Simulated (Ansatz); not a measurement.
# Cl₂I₂Ti (SMILES [Cl][Ti]([Cl])([I])[I]): what the fields show

```xyz
5

Cl   -0.3440   -0.4150    2.0745
Cl    1.7050   -1.2296   -0.6784
I    -2.0108   -0.6241   -1.3638
I     0.5664    2.4084   -0.3429
Ti    0.0423   -0.0423   -0.0078
```

Geometry: PBE0-D4/def2-SVP; core potentials replace the inner electrons of I.

Theory: isolated molecule in a Gaussian basis; Kohn-Sham density functional theory, functional PBE0 (Ansatz 0.2.0).

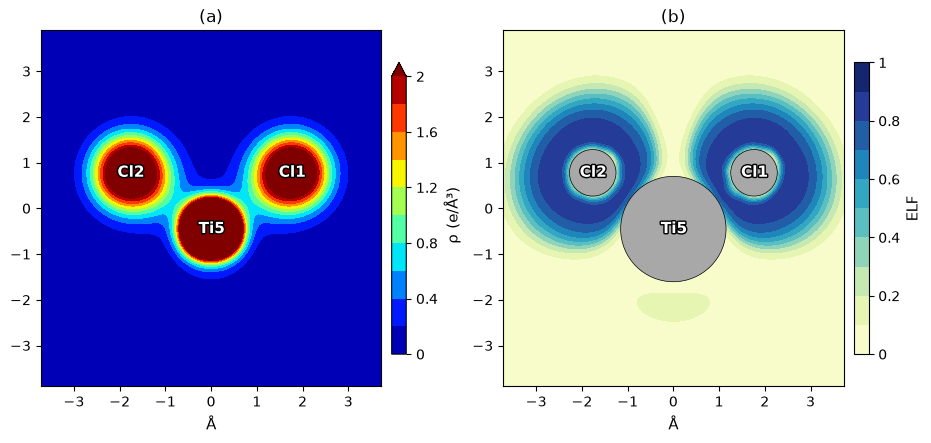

Figure 1. (a) electron density; (b) ELF on the plane of atoms Cl1, Ti5 and Cl2. Grey discs cover the atomic cores in the ELF map.

### Describe what can be read from this map.

The section cuts through Cl and Ti sites.
Ti–Cl (2.15 Å): ρ at the midpoint is about 0.78 e/Å³; the ELF peaks at about 0.85 in the valence shell of Cl, 0.8 Å from its nucleus, and is about 0.50 at the midpoint.

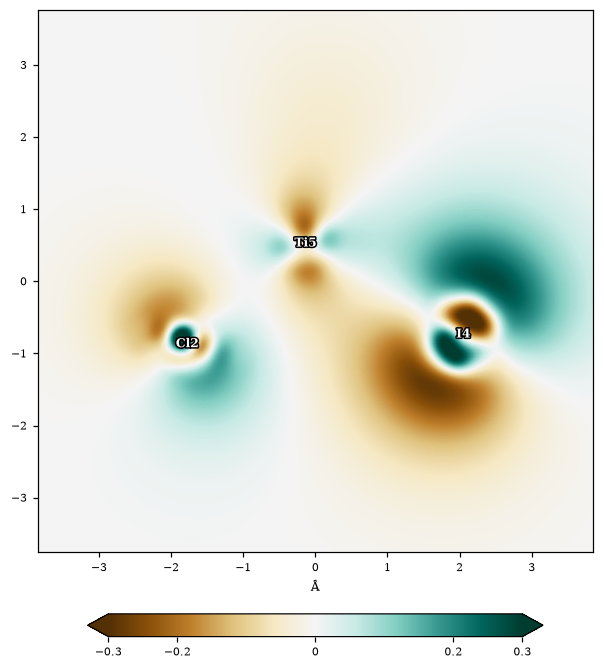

Figure 2. The HOMO−1 on the plane of atoms Cl2, Ti5 and I4 (values in Å⁻³ᐟ²; the overall sign is arbitrary).

### What is the character of this orbital?

By Hirshfeld shares it lies mainly on I4 (about 40 %), I3 (about 40 %) and Ti5 (about 5 %); largely a combination of lone pairs on I4 and I3. Its energy is −8.23 eV.

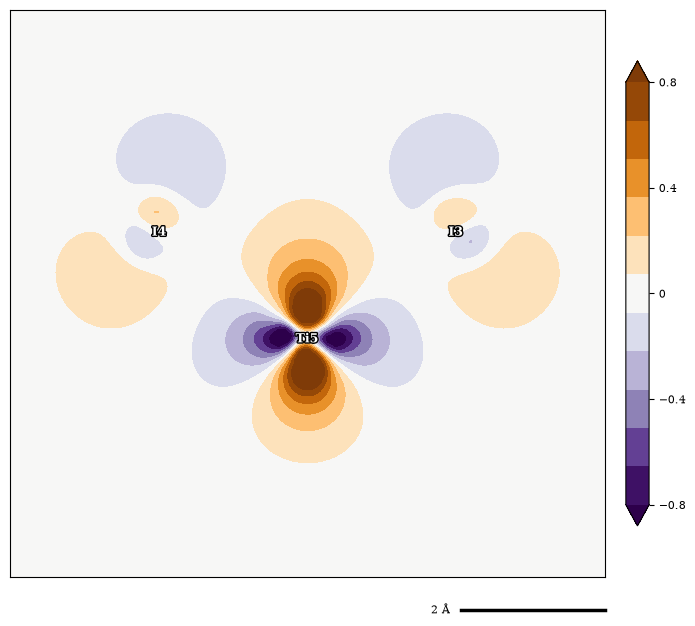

Figure 3. The LUMO on the plane of atoms I3, Ti5 and I4 (values in Å⁻³ᐟ²; the overall sign is arbitrary).

### What is the character of this orbital?

It lies mainly on Ti5 (about 70 %), I4 (about 10 %) and I3 (about 10 %). Its energy is −3.71 eV.
